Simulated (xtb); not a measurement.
# CH6B2O2 (SMILES BOC(B)O): GFN2-xTB

Aim: a geometry optimisation of CH6B2O2. 

The calculation is run with xtb 6.7.1 later snapshot.

3 further runs of the same task are left out: 3 set aside as unsound or not needed.

## Step 1: Starting point

CH6B2O2: 11 atoms, total charge 0, spin state singlet. As SMILES, `BOC(B)O`. The shape comes from a force field and isn't a relaxed structure. This is one conformer, not always the lowest. The run starts from this shape.

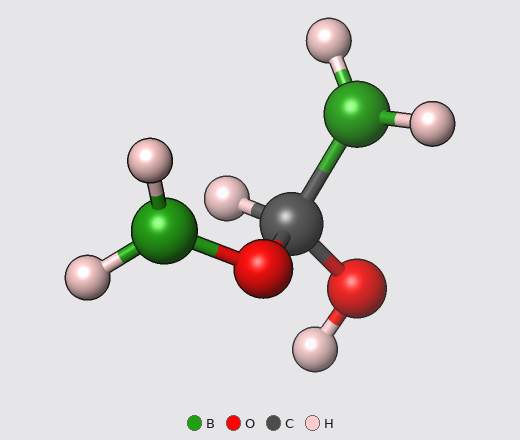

Viewed from a chosen angle; boron green, oxygen red, carbon dark grey, hydrogen pink.

## Step 2: A structure relaxation at GFN2-xTB

File geom.xyz:

```xyz
11

B     -0.55230     1.71580     0.11030
O     -0.71340     0.41830     0.70920
C     -0.18220    -0.56320    -0.15310
B      1.45550    -0.79300     0.24170
O     -0.82930    -1.77830     0.04070
H      0.34900     2.44690     0.30680
H     -1.44410     2.17200    -0.58400
H     -0.16240    -0.29520    -1.23650
H      1.67720    -1.10930     1.38600
H      2.23030    -0.64150    -0.53910
H     -1.76310    -1.62950    -0.26140
```

The run is started by

```
xtb geom.xyz --gfn2 --opt lax > geom.out
```

**Question.** What will come out? Wanted: total energy at the end; dipole moment; HOMO energy; LUMO energy; HOMO–LUMO gap; dispersion energy; mean polarisability.

**Answer.** As computed:

At GFN2-xTB:

```
                      quantity          value
       total energy at the end   -15.83091 Eh
                 dipole moment         3.51 D
                   HOMO energy      -10.95 eV
                   LUMO energy       -6.31 eV
                 HOMO–LUMO gap        4.64 eV
             dispersion energy  -13.92 kJ/mol
mean polarisability (D4 model)     50.6 bohr³
```

What this shows: At the final geometry: Bond lengths: B1–O2 1.311 Å, O2–C3 1.460 Å, O2–B4 1.514 Å, C3–B4 1.567 Å, C3–O5 1.372 Å, B1–H6 1.173 Å, B1–H7 1.180 Å, C3–H8 1.095 Å, B4–H9 1.174 Å, B4–H10 1.177 Å, O5–H11 0.968 Å. Some angles: B1–O2–C3 134.6°, B1–O2–B4 160.3°, C3–O2–B4 63.6°, O2–C3–B4 59.9°, O2–C3–O5 113.0°, B4–C3–O5 123.8°, O2–B4–C3 56.5°, O2–B1–H6 117.7°, O2–B1–H7 120.4°, O2–C3–H8 108.1°. The optimisation took 24 steps and changed the energy by -1.881 eV. Bonds broke or formed on the way. Mulliken charges run from -0.42 on O5 to +0.31 on B1.
